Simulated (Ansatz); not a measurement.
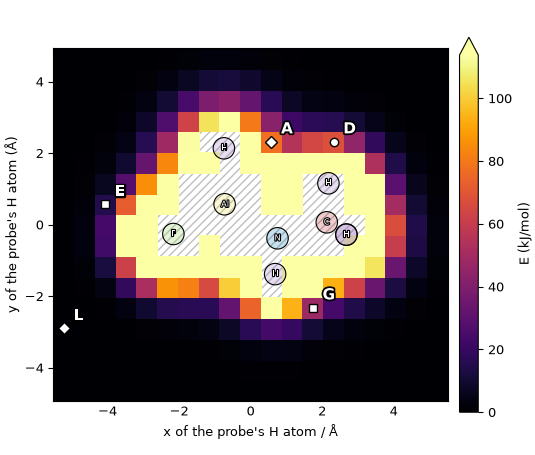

CH₅AlFN (SMILES C[NH][AlH][F]) with the probe H. The probe is moved over the molecule's main plane. Coordinates scanned: (1) x of the probe's H atom; (2) y of the probe's H atom. Nothing is relaxed (molecule and probe rigid). Grid: 19 × 17 points. At 35 points there is no value (left out of the scan, as a rule where atoms come close). Points are written as (first, second). Energies: kJ/mol, counted from the lowest grid point. Energies and slopes of some neighbouring points disagree (a jump in structure or state, or too coarse a mesh). All numbers below come from UHF/def2-SVP (Ansatz 0.2.0).

Drawn: one coloured cell a grid point, labelled circles for the molecule's atoms, projected on the plane, one colour for all values above the top of the scale, hatched blanks where no value was computed, lettered points.

Q: Rank the lettered points by energy, lowest first.

A: L (0.05 kJ/mol), E (15 kJ/mol), G (48 kJ/mol), D (68 kJ/mol), A (78 kJ/mol).
